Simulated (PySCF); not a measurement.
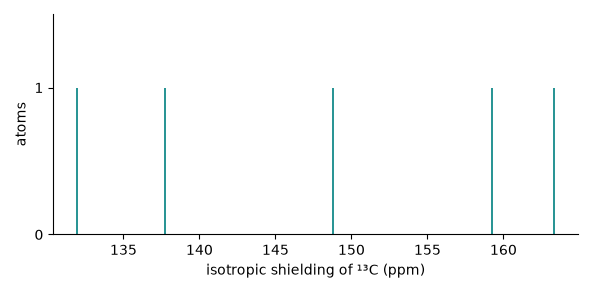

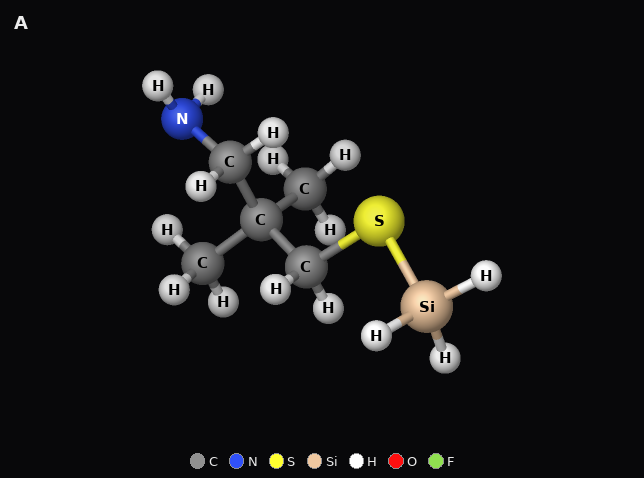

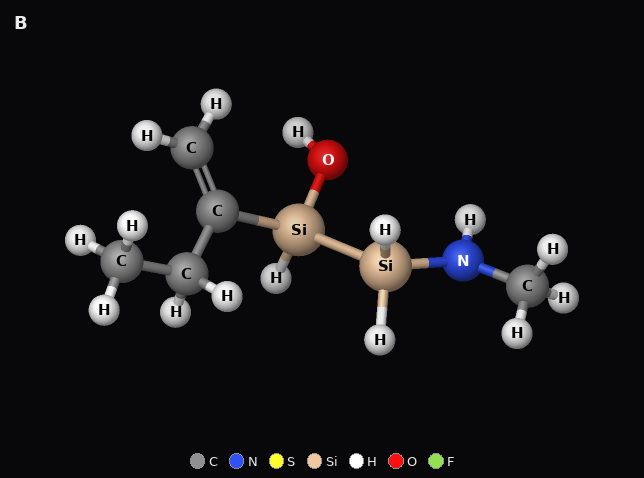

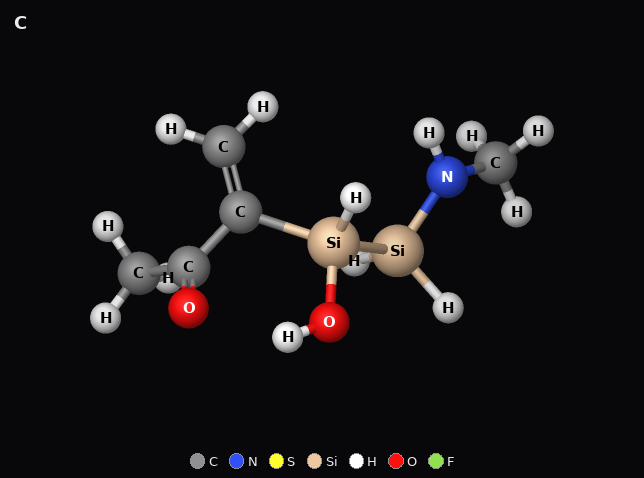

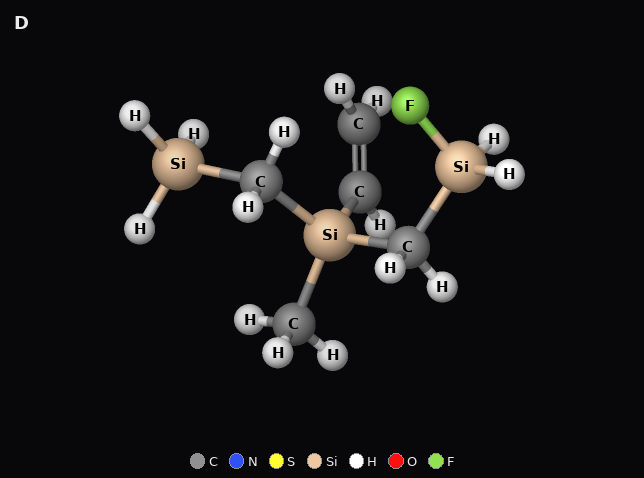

The sticks are computed shieldings of one of the molecules, for one fixed geometry (GFN2-xTB) without averaging over rotations. Low shielding means a high chemical shift. Method: GIAO PBE0/pcSseg-1 NMR shielding, non-relativistic, gas phase (PySCF 2.14.0).

Which molecule gives this pattern?

A, `CC(C)(CN)CS[SiH3]`. Its 5 C atoms give lines at 131.9, 137.7, 148.8, 159.2, 163.3 ppm.

The geometry is semi-empirical. Around Si such bond lengths and angles can be off by a tenth of an ångström or more and by several degrees, and values that hang on the shape move with them.
